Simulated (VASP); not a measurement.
Band structure of NbTe2 (space group P-3m1). All values below come from PBEsol GGA, VASP's PBE PAW potentials (set 64) (plane waves; VASP).

Unless said otherwise, spin-orbit coupling is left out, though it shifts the bands of the heavy elements here.

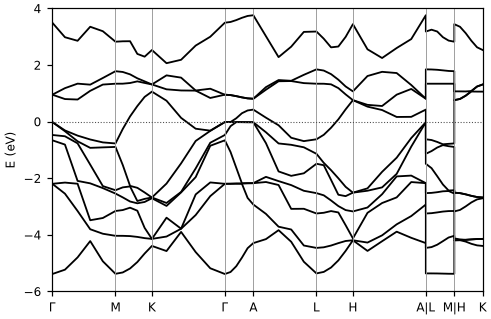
Figure. Bands along high-symmetry lines, zero at the valence-band maximum or, without a gap, the Fermi level

**Question.** Read the plot: is there a gap, and where are the band edges?

**Answer.** It has no gap at this level: it comes out as a metal or semimetal.

The structure comes from a computed database's NbTe2 entry (P-3m1); how it stands against other phases isn't given here. The cell was not relaxed at this level. The electron count is odd and the run is not spin-polarised, which forces a metal.
